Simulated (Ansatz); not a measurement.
Stretching the Si2–Cl1 bond in Cl2H2Si (SMILES Cl[SiH2]Cl) (multiplicity 1 held, fragments rigid). Energies count from the point at 2.052 Å.
Geometry at that point (charge 0, multiplicity 1):
```xyz
5

Cl    -1.6761     0.4337    -0.0037
Si    -0.0115    -0.7660     0.0237
Cl     1.6883     0.3828    -0.0216
H     -0.0165    -1.5412     1.2727
H     -0.0307    -1.6168    -1.1749
```

Unrestricted levels (U-) break spin symmetry where that is lower. Active spaces are followed from a long bond inwards. Levels need not reach the same state.

Cores are frozen in the correlated methods.

Run with Ansatz (a first-principles code). Values without a source in brackets are computed.

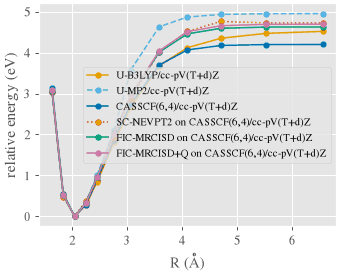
Figure: Relative energy along the coordinate

Doubts at one or more of the structures used: a spin-contaminated determinant (U-B3LYP/cc-pV(T+d)Z, U-MP2/cc-pV(T+d)Z); active orbitals that take no part (CASSCF(6,4)/cc-pV(T+d)Z, SC-NEVPT2 on CASSCF(6,4)/cc-pV(T+d)Z, FIC-MRCISD on CASSCF(6,4)/cc-pV(T+d)Z, FIC-MRCISD+Q on CASSCF(6,4)/cc-pV(T+d)Z).
